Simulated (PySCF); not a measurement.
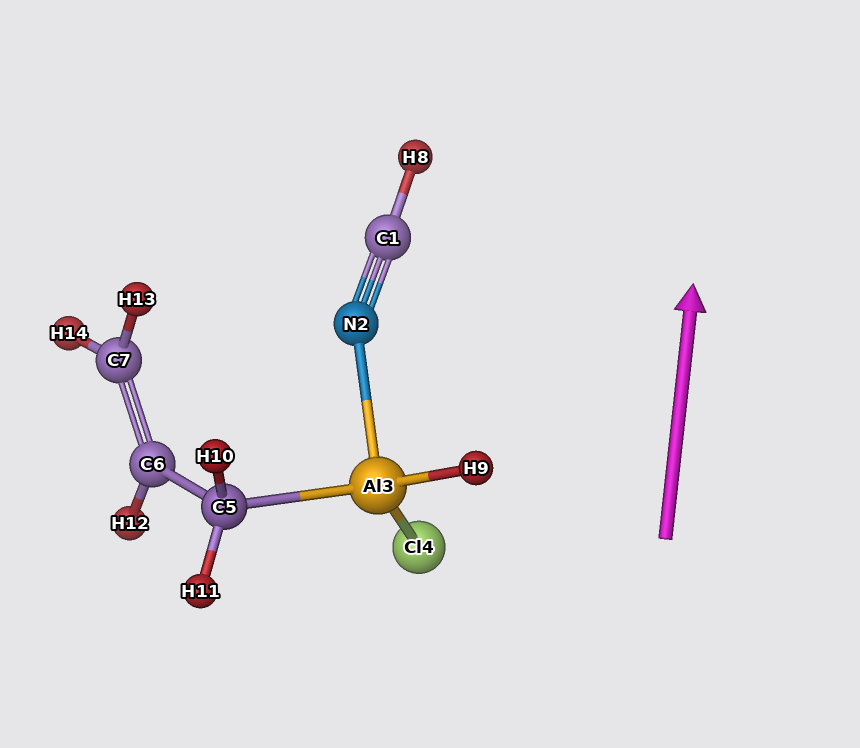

The arrow beside the molecule shows the direction of the dipole moment, from the negative to the positive end (its length means nothing). Computed geometry: GFN2-xTB optimisation. No frequency run is at hand to confirm it as a minimum. Method: PBE0/pcSseg-1, gas phase (PySCF 2.14.0).

Estimate the dipole moment.

Answer. 5.92 D; it points from the side of H11 to the side of H8 (the outermost atoms at the two ends).

The geometry is semi-empirical. Around Al such bond lengths and angles can be off by a tenth of an ångström or more and by several degrees, and values that hang on the shape move with them.
